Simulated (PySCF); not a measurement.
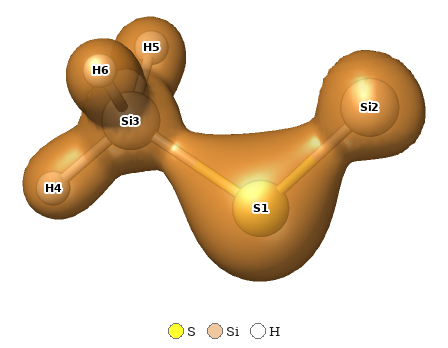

Figure 1: H3SSi2 (SMILES [Si]#S[SiH3]) (doublet). Isosurface of the total electron density at 0.5 e/Å³ (orange), seen at a tilt.

Geometry: B3LYP/6-31G*.

Computed with PySCF 2.14.0, Gaussian-basis quantum chemistry of an isolated molecule with PySCF, energy and nuclear gradient, functional PBE0.

The calculation's input:

```
# [Si]#S[SiH3]
import pyscf.grad
from pyscf import gto, dft

system = gto.M(
    atom='''
S      0.132477    -0.965012    -2.215144
Si    -0.652332     0.672080    -1.076376
Si     1.228548    -2.198605    -0.780489
H      1.789787    -3.351170    -1.530528
H      0.309939    -2.684218     0.278659
H      2.327087    -1.411507    -0.167958
''',
    verbose=3,
    spin=1,
    charge=0,
    max_memory=3720,
    basis='def2-tzvpd',
)

mf = dft.UKS(system, xc='pbe0')
mf = mf.density_fit(auxbasis='def2-universal-jkfit')
mf.conv_tol = 1e-09
mf.grids.level = 3
mf.max_cycle = 100
mf.kernel()
if not mf.converged:
    mf = mf.newton().run(mf.mo_coeff, mf.mo_occ)
for _ in range(3):
    mo, _, stable, _ = mf.stability(return_status=True)
    if stable:
        break
    mf.kernel(mf.make_rdm1(mo, mf.mo_occ))

e_tot = mf.e_tot
print(f'total energy: {e_tot:.8f} hartree')
grad = mf.Gradients().kernel()
dip = mf.dip_moment()
pop, q = mf.mulliken_pop()
```

Command:

```sh
OMP_NUM_THREADS=2 python run.py
```

### What does this surface tell about the bonding?

At this value the surface is in one piece. It bridges the sampled Si–S (2.14 Å), Si–H (1.48 Å) and Si–S (2.19 Å) contacts, where the density stays above the isovalue. On the grid the lowest density along these lines, outside the cores, is 0.63 e/Å³ (Si–S, 2.14 Å), 0.82 e/Å³ (Si–H, 1.48 Å) and 0.62 e/Å³ (Si–S, 2.19 Å).
